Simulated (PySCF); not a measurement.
## Electronic structure of C3H7FOSi in real space

```csv
atom,x (Å),y (Å),z (Å)
C,1.5766,0.3197,0.0064
C,0.2287,-0.2219,0.4484
C,-0.4924,-1.1032,-0.5841
O,-1.7409,-0.3941,-0.6876
Si,-1.3355,0.8608,0.2917
F,-2.3183,0.9774,1.5596
H,1.4929,0.8255,-0.9530
H,2.2996,-0.4890,-0.0934
H,1.9560,1.0317,0.7359
H,0.3361,-0.7397,1.4021
H,-0.6912,-2.1260,-0.2663
H,-0.0072,-1.1104,-1.5606
H,-1.3088,2.1695,-0.3169
```

Geometry: GFN2-xTB.

These are results of wB97X-D/def2-SVPD, SCF density, gas phase in PySCF 2.14.0, not measurements.

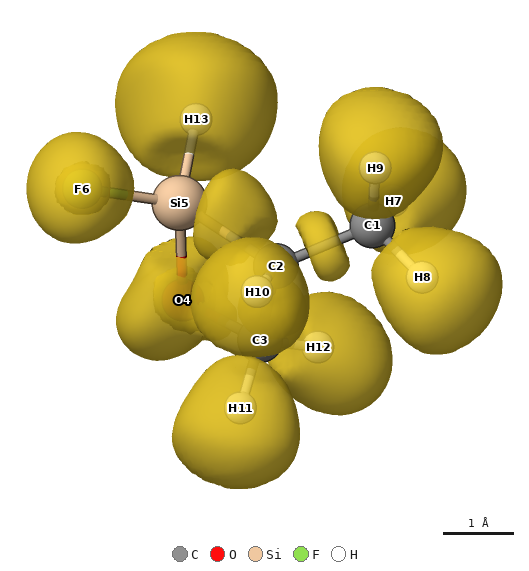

Figure 1. Isosurface of the ELF at 0.75 (yellow), seen at a tilt. Only the valence region is drawn (cores and ρ < 0.01 e/Å³ removed).

Describe the localisation domains.

The surface consists of two regions between bonded C–C atoms (shared pairs), one region between bonded C–Si atoms (shared pairs), seven regions around hydrogen nuclei, one region on O in which the atom's valence shell and bonds are merged and one region wrapped around F (its lone pairs, merged into a ring or cap).


C–O (1.44 Å): the ELF peaks at about 0.90 between the atoms: a polar covalent bond. C–C (1.52 Å): the ELF peaks at about 0.95 between the atoms (a shared electron pair).

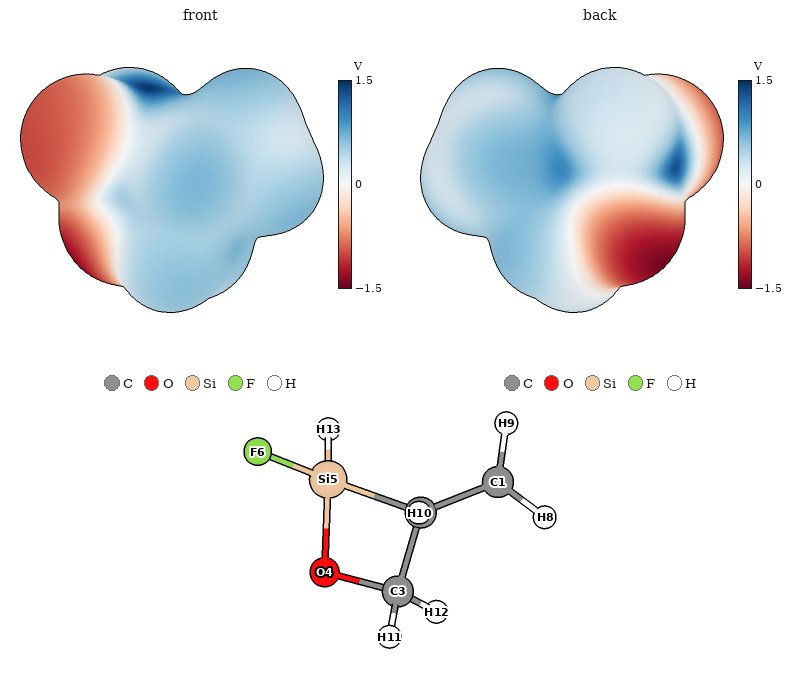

Figure 2. The molecular electrostatic potential painted on the density surface at 0.001 e/bohr³, seen from the front and from behind; the colour scale runs from red (negative) to blue (positive). The bare structure is drawn below in the same view.

Where is the surface potential most negative and most positive?

The most negative region (about −1.4 V, or −32 kcal/mol for a unit charge) lies over O4, the most positive (about +1.4 V, or +32 kcal/mol for a unit charge) over Si5. O4 is the likeliest acceptor of a hydrogen bond.

How polar is the molecule by this calculation?

Its dipole moment is 2.65 D.

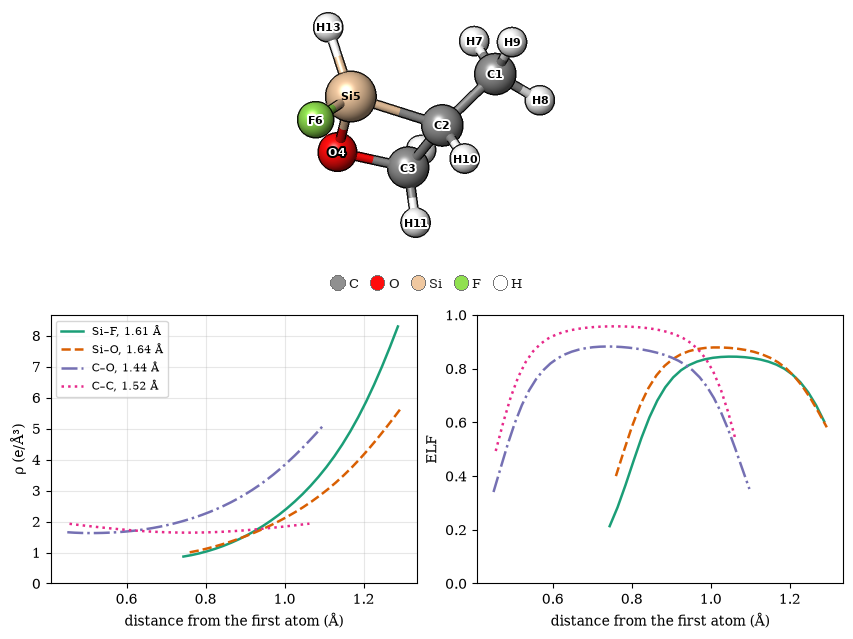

Figure 3. Total electron density and electron localisation function along straight lines between neighbouring atoms. The curves leave out the atomic cores. The structure is drawn too.

Compare the contacts.

Si–F (1.61 Å): the density is about 1 e/Å³ at the midpoint; the ELF peaks at about 0.85 in the valence shell of F, 0.6 Å from its nucleus, and is about 0.45 at the midpoint.
Si–O (1.64 Å): ρ is about 1.2 e/Å³ halfway; the ELF peaks at about 0.90 between the atoms, as expected for a polar covalent bond.
C–O (1.44 Å): ρ is about 1.9 e/Å³ halfway, with its minimum of 1.6 e/Å³ about 0.5 Å from C; the ELF peaks at about 0.90 between the atoms; a shared but strongly polarised pair.
C–C (1.52 Å): the density is about 1.6 e/Å³ at the midpoint; the ELF peaks at about 0.95 between the atoms: localised, covalent bonding.
